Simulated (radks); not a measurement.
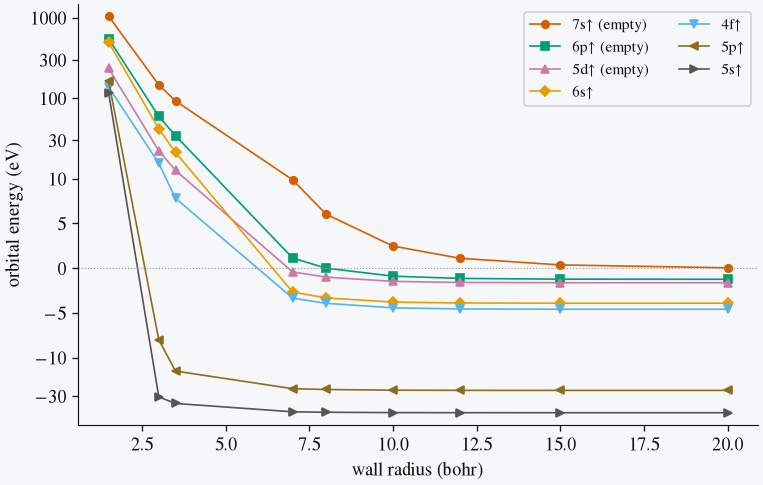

System: a free Tb atom, configuration [Xe] 4f9 6s2 (high spin). It is put inside a hard spherical wall of varying radius. Level of theory: scalar-relativistic Kohn-Sham, LDA (Slater exchange, Perdew-Wang correlation), spin-polarised, spherical densities, point nucleus. Computed with the in-house radial solver radks. The plot shows the outer orbital energies (spin up), on a scale that is linear within ±10 eV and logarithmic beyond.

> Describe the level shifts under confinement.

The levels rise as the wall closes in: 7s↑ goes from 0.0301 eV at 20 bohr to 1042 eV at 1.5 bohr. On compression 5d↑ drops below 6s↑ between 7 and 3.5 bohr and 4f↑ drops below 5p↑ between 3 and 1.5 bohr; in each crossing pair the level of higher l rises less. The fastest to rise is 7s↑ (by 1042 eV), the slowest 4f↑ (by 142.1 eV): the wall presses hardest on the most extended orbitals.
